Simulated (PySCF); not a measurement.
SMILES [CH3][Al]([CH3])[O][SiH2]O[SiH2]N (C2H12AlNO2Si2), singlet at its GFN2-xTB optimised geometry (Å):

```
20

Si     1.7323     1.3718     0.0000
N      0.9313     2.8967     0.0000
O      1.3848     0.6519    -1.4022
Si     0.2742    -0.3938    -1.9691
O     -0.6207    -0.9160    -0.7328
Al    -1.1720    -0.9800     0.8669
C     -2.2393     0.6002     1.4475
C     -0.7101    -2.6654     1.8274
H      1.1629     0.6279     1.1427
H      3.1973     1.3718     0.0000
H      0.8557     3.3909    -0.8753
H      1.1145     3.5440     0.7483
H      1.0317    -1.5132    -2.5152
H     -0.5772     0.3412    -2.8975
H     -2.4588     0.6206     2.5166
H     -1.6872     1.5142     1.2032
H     -3.1973     0.6697     0.9232
H     -1.0267    -3.5440     1.2559
H     -1.1775    -2.7331     2.8118
H      0.3695    -2.7708     1.9742
```

Level of theory: PBE0/def2-SVP (PySCF). Cells within 0.4 Å of a nucleus heavier than hydrogen are left out (blank, or x).

Map of the Laplacian of the electron density (e/bohr⁵), clipped to [-1.50, 1.50] on the plane z = 0.6 Å:

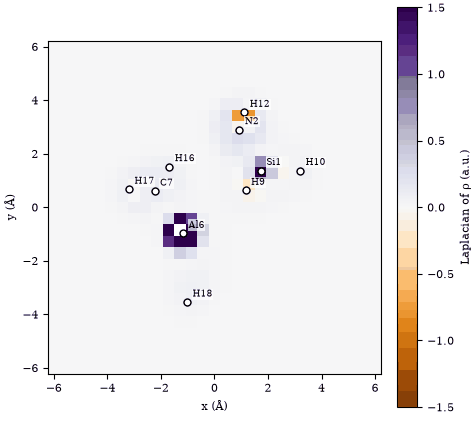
*Laplacian of the electron density (e/bohr⁵), clipped to [-1.50, 1.50] on the plane z = 0.6 Å.*
